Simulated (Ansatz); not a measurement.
# CuO: the cost of one run

Computed with Ansatz 0.2.0, driven from Python. The levels of theory stand in the script.

### 1 The system

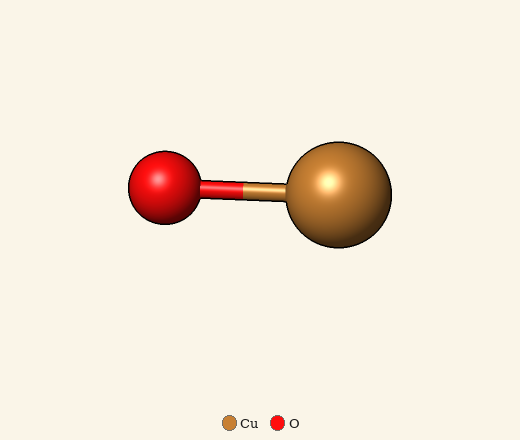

The structure that the script starts from, seen from a chosen angle (copper orange, oxygen red).

The script holds or builds the structure itself.

### 2 Script

The input, run_x2c.py:

```python
"""CuO(+) with and without the spin-free two-component Hamiltonian."""

import ansatz
import numpy as np

XC = "hf"
NET_CHARGE = 1

GEOMETRY = """
Cu    0.00000    0.00000    0.00000
O     0.00000    0.00000    1.83500
"""

geometry = ansatz.Crystal.molecule()
for line in GEOMETRY.strip().splitlines():
    symbol, *xyz = line.split()
    geometry = geometry.atom(symbol, [float(v) for v in xyz])

setup = geometry.calculation().functional(XC).charge(NET_CHARGE).spin("collinear", total=2).forces()
# a set contracted for a scalar-relativistic Hamiltonian goes with the relativistic run
sets = {"none": "cc-pVTZ", "scalar": "cc-pVTZ-DK"}
found = {kind: setup.basis(gaussian=basis).pseudopotentials(relativity=kind).run().report for kind, basis in sets.items()}
for kind, each in found.items():
    dipole = 4.803205 * np.linalg.norm(each["charge_distribution"]["dipole_moment_e_ang"])
    print(f"{kind:7s} E = {each['free_energy_ev']:.4f} eV  dipole {dipole:.3f} D  largest force component {np.abs(each['forces_ev_ang']).max():.4f} eV/A")
print(f"relativity lowers the total energy by {found['none']['free_energy_ev'] - found['scalar']['free_energy_ev']:.3f} eV")
```

### 3 The input behind the calls

The engine receives this input (first run):

```yaml
crystal:
  periodic: [false, false, false]
  atoms:
    - { symbol: Cu, position_ang: [0.0, 0.0, 0.0] }
    - { symbol: O, position_ang: [0.0, 0.0, 1.835] }
basis:
  gaussian:
    orbitals: cc-pVTZ
hamiltonian:
  xc: hf
  pseudopotentials:
    relativity: none
magnetization:
  spin_polarized: true
  initial_magnetization: 2.0
total_charge: 1.0
output:
  forces: true
```

### 4 The run

Run with:

```console
python run_x2c.py
```

What time and memory should one allow on 1 thread of Arm Neoverse V2, shared host?

About 17 s, with a peak of 0.26 GiB.
